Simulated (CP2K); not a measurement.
**GaH2SO (SMILES [OH][Ga][SH]): GFN1-xTB**

Aim: the vertical ionisation energy of GaH2SO at GFN1-xTB, from 2 runs. 

The calculation is run with CP2K 2026.2.

1 further run of the same task is left out (set aside as unsound or not needed).

### 1 The structure to begin with

GaH2SO has 5 atoms, charge 0, and is taken as a doublet. As SMILES, `[OH][Ga][SH]`. Geometry: a GFN2-xTB relaxation, a rough one for these elements and not checked as a minimum. This is one conformer, not always the lowest.

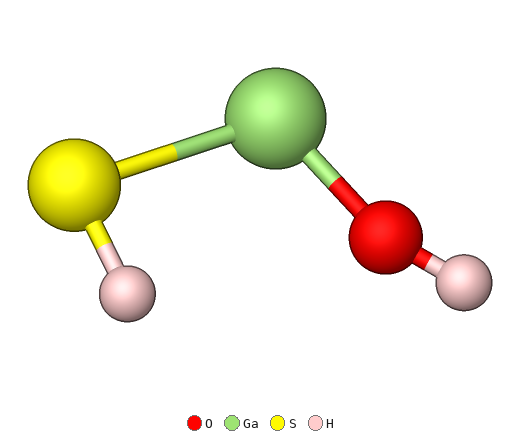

Viewed from a chosen angle; oxygen red, gallium green, sulfur yellow, hydrogen pink.

### 2 Energy and forces at GFN1-xTB

run.inp

```
&GLOBAL
  PROJECT_NAME run
  RUN_TYPE ENERGY_FORCE
  PRINT_LEVEL MEDIUM
&END GLOBAL

&FORCE_EVAL
  METHOD Quickstep
  &DFT
    CHARGE 0
    MULTIPLICITY 2
    UKS T
    ! Quickstep
    &QS
      METHOD XTB
      EPS_DEFAULT 1.0E-10
      &XTB
        GFN_TYPE TBLITE
        &TBLITE
          METHOD GFN1
        &END TBLITE
        CHECK_ATOMIC_CHARGES F
      &END XTB
    &END QS
    &POISSON
      PERIODIC NONE
      POISSON_SOLVER ANALYTIC
    &END POISSON
    ! SCF settings
    &SCF
      SCF_GUESS ATOMIC
      EPS_SCF 1.0E-07
      MAX_SCF 150
      ADDED_MOS 2
      &DIAGONALIZATION
        ALGORITHM STANDARD
      &END DIAGONALIZATION
      &MIXING
        METHOD DIRECT_P_MIXING
        ALPHA 0.4
      &END MIXING
      &SMEAR ON
        METHOD FERMI_DIRAC
        ELECTRONIC_TEMPERATURE [K] 300
      &END SMEAR
    &END SCF
    &PRINT
      &MOMENTS
        PERIODIC F
        REFERENCE COM
        MAX_MOMENT 1
      &END MOMENTS
      &MO ON
        ENERGIES T
        OCCUPATION_NUMBERS T
        NDIGITS 6
        &EACH
          QS_SCF 0
        &END EACH
        ADD_LAST NUMERIC
      &END MO
      &HIRSHFELD OFF
      &END HIRSHFELD
    &END PRINT
  &END DFT
  ! structure
  &SUBSYS
    &CELL
      ABC [angstrom] 11.8 10.4 9.8
      PERIODIC NONE
    &END CELL
    &COORD
      O      4.765675     5.483025     4.477645
      Ga     5.929935     6.400655     5.385115
      S      7.818195     4.990195     5.812395
      H      3.981805     5.253655     3.987605
      H      7.183575     3.999345     5.202065
    &END COORD
  &END SUBSYS
  ! extra output
  &PRINT
    &FORCES ON
    &END FORCES
  &END PRINT
&END FORCE_EVAL
```

Run with:

```console
$ OMP_NUM_THREADS=1 cp2k.psmp run.inp > run.out
```

The program printed:

```text
CP2K| version string:                                       CP2K version 2026.2
[...]
 GLOBAL| Method name                                                        CP2K
[...]
 GLOBAL| Run type                                                   ENERGY_FORCE
[...]
                             - Atoms:                                          5
[...]
                             - Spherical basis functions:                     26
[...]
 Number of electrons:                                                          9
[...]
  *** SCF run converged in    17 steps ***
[...]
  Fermi energy:                                                -0.34214092947601
[...]
 TB_DIPOLE| Moment [Debye]         -0.66018886       0.63897616      -0.08323748
 TB_DIPOLE| Derivative [a.u.]       0.00000000       0.00000000       0.00000000
[...]
 ENERGY| Total FORCE_EVAL ( QS ) energy [hartree]            -10.817604640787506
 FORCES| Atomic forces [hartree/bohr]
 FORCES|   Atom     x               y               z               |f|
 FORCES|      1 -1.85266774E-02 -1.91312923E-02 -1.61962642E-02   3.11699068E-02
 FORCES|      2  3.19288410E-02  1.32230683E-02  2.05269171E-02   4.01952080E-02
 FORCES|      3 -1.08058919E-02  6.23904546E-03 -2.93358755E-03   1.28179142E-02
 FORCES|      4 -2.71405057E-03 -4.47283253E-04 -1.37447298E-03   3.07494858E-03
 FORCES|      5  1.17778906E-04  1.16461760E-04 -2.25924343E-05   1.67169466E-04
 FORCES| Sum     2.64816381E-17 -1.49484375E-17  6.10100891E-17
 FORCES| Total atomic force                                       6.81686432E-17
[...]
```

It took 0.48 s on 1 thread of Arm Neoverse N1, shared host; peak memory 0.14 GiB.

### 3 The singlet cation

calc.inp

```
&FORCE_EVAL
   METHOD QUICKSTEP
   &DFT
      CHARGE 1
      ! Quickstep
      &QS
         METHOD XTB
         EPS_DEFAULT 1.0E-10
         &XTB
            GFN_TYPE TBLITE
            &TBLITE
               METHOD GFN1
            &END TBLITE
            CHECK_ATOMIC_CHARGES F
         &END XTB
      &END QS
      ! cluster boundary conditions
      &POISSON
         PERIODIC NONE
         POISSON_SOLVER ANALYTIC
      &END POISSON
      &SCF
         SCF_GUESS ATOMIC
         EPS_SCF 1.0E-07
         MAX_SCF 150
         ADDED_MOS 2
         &DIAGONALIZATION
            ALGORITHM STANDARD
         &END DIAGONALIZATION
         &MIXING
            METHOD DIRECT_P_MIXING
            ALPHA 0.4
         &END MIXING
         &SMEAR ON
            METHOD FERMI_DIRAC
            ELECTRONIC_TEMPERATURE [K] 300
         &END SMEAR
      &END SCF
      ! extra output
      &PRINT
         &MOMENTS
            PERIODIC F
            REFERENCE COM
            MAX_MOMENT 1
         &END MOMENTS
         &MO ON
            ENERGIES T
            OCCUPATION_NUMBERS T
            NDIGITS 6
            &EACH
               QS_SCF 0
            &END EACH
            ADD_LAST NUMERIC
         &END MO
         &HIRSHFELD OFF
         &END HIRSHFELD
      &END PRINT
   &END DFT
   ! atoms, cell and kinds
   &SUBSYS
      ! box in angstrom
      &CELL
         ABC 11.8 10.4 9.8
         PERIODIC NONE
      &END CELL
      &COORD
         O      4.765675     5.483025     4.477645
         Ga     5.929935     6.400655     5.385115
         S      7.818195     4.990195     5.812395
         H      3.981805     5.253655     3.987605
         H      7.183575     3.999345     5.202065
      &END COORD
   &END SUBSYS
   ! extra output
   &PRINT
      &FORCES ON
      &END FORCES
   &END PRINT
&END FORCE_EVAL

&GLOBAL
   PROJECT_NAME calc
   RUN_TYPE ENERGY_FORCE
   PRINT_LEVEL MEDIUM
&END GLOBAL
```

Run with:

```console
$ OMP_NUM_THREADS=1 cp2k.psmp calc.inp > calc.out
```

The program printed:

```text
CP2K| version string:                                       CP2K version 2026.2
[...]
 GLOBAL| Method name                                                        CP2K
[...]
 GLOBAL| Run type                                                   ENERGY_FORCE
[...]
                             - Atoms:                                          5
[...]
                             - Spherical basis functions:                     26
[...]
 Number of electrons:                                                         16
[...]
  *** SCF run converged in    24 steps ***
[...]
  Fermi energy:                                                -0.62893904747607
[...]
 TB_DIPOLE| Moment [Debye]         -0.89167504      -0.49940574      -0.59078532
 TB_DIPOLE| Derivative [a.u.]       0.00000000       0.00000000       0.00000000
[...]
 ENERGY| Total FORCE_EVAL ( QS ) energy [hartree]            -10.348013808253407
 FORCES| Atomic forces [hartree/bohr]
 FORCES|   Atom     x               y               z               |f|
 FORCES|      1  1.67512527E-02  3.29426952E-03  9.74703787E-03   1.96586222E-02
 FORCES|      2  3.19859048E-02 -4.59357773E-02 -9.13513060E-04   5.59823923E-02
 FORCES|      3 -3.73285253E-02  3.69827160E-02 -5.07097374E-03   5.27906701E-02
 FORCES|      4 -1.08101738E-02  6.86382580E-03 -3.03150133E-03   1.31591019E-02
 FORCES|      5 -5.98458380E-04 -1.20503397E-03 -7.31049744E-04   1.53123905E-03
 FORCES| Sum     4.42354486E-17  3.40439482E-17 -4.80301562E-17
 FORCES| Total atomic force                                       7.36387210E-17
[...]
```

Run time: 0.44 s. Hardware: 1 thread of Arm Neoverse N1, shared host; peak memory 0.14 GiB.

### 4 Summary of results

Level: GFN1-xTB.

```
                                                 quantity         value
                             doublet GaH2SO: total energy  -10.81760 Eh
doublet GaH2SO: dipole moment (from atomic charges alone)        0.92 D
       doublet GaH2SO: HOMO energy (highest over α and β)      -9.49 eV
        doublet GaH2SO: LUMO energy (lowest over α and β)      -9.13 eV
                 doublet GaH2SO: largest force on an atom    2.067 eV/Å
                             singlet cation: total energy  -10.34801 Eh
                              singlet cation: HOMO energy     -18.04 eV
                              singlet cation: LUMO energy     -16.22 eV
                            singlet cation: HOMO–LUMO gap       1.82 eV
                 singlet cation: largest force on an atom    2.879 eV/Å
       vertical ionisation energy (to the singlet cation)     12.778 eV
```

The vertical ionisation energy comes to 12.78 eV (1233 kJ/mol). The largest force (doublet GaH2SO) is 2.07 eV/Å: the shape isn't a stationary point for this species at this level. Only the singlet of the ionised species was computed; a triplet could lie lower. xTB total energies overstate such differences by several eV unless an empirical shift is taken off; none is applied here. The dipole (doublet GaH2SO) comes from point charges on the atoms alone, without atomic dipoles, so it is partial.
